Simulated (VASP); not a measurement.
Energy against volume of NaI (rock salt). All values below come from vdW-DF2, VASP's PBE PAW potentials (set 64) (plane waves; VASP 6.6.1).

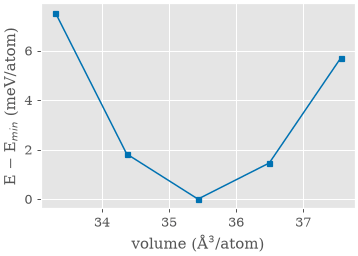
*Energy against volume*

Problem. Estimate the equilibrium volume and the bulk modulus.

Solution. The minimum lies near 35.5 Å³/atom, and the curvature gives B0 of about 16 GPa.

The compound is NaI in the rock salt structure. It was relaxed first.
